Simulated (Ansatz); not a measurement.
Bond-angle distributions (per cent of the angles at each element, bins of 10°) of a relaxed model of amorphous Si$_{10}$Al$_{16}$O$_{44}$ at 2.63 g/cm³. The numbers are results of PBE, scalar-relativistic without spin-orbit coupling (plane waves to 420 eV, PAW; Ansatz, an electronic-structure program), not measurements.

Preparation: random packing, a CHGNet melt and quench, and a DFT relaxation. O atoms were pushed apart under 1.9 Å during the dynamics, to hinder bonds among them. The hot cell started wider than the set density and was brought back towards it in steps. It is the lowest in DFT energy of 8 quenches. It is a model cell: composition and starting density were chosen by hand, and all elements were melted together. No dispersion term was used. Its density started from a set value of 2.67 and ended at 2.63 g/cm³. Cooling (nominally 280 K/ps over its main leg) ran many orders faster than in experiment, which tends to leave more defects and strain. Values belong to this one cell and scatter from quench to quench. Volume and shape were free in the relaxation.

Cut-offs for bonds: Si-Si 2.60 Å, Si-Al 2.55 Å, Si-O 1.96 Å, Al-Al 2.66 Å, Al-O 2.38 Å, O-O 1.58 Å. Two cations that share two anions don't count as bonded, nor two that share one unless they lie closer than Si-Si 2.38 Å, Si-Al 2.48 Å, Al-Al 2.59 Å.

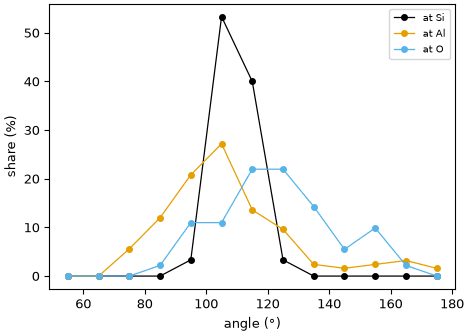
Fig. 1. Bond-angle distributions

They go with these counts of neighbours within the cut-offs, cation contacts included: Si mean 4.0, most often 4; Al mean 4.4, most often 4; O mean 2.5, most often 2.
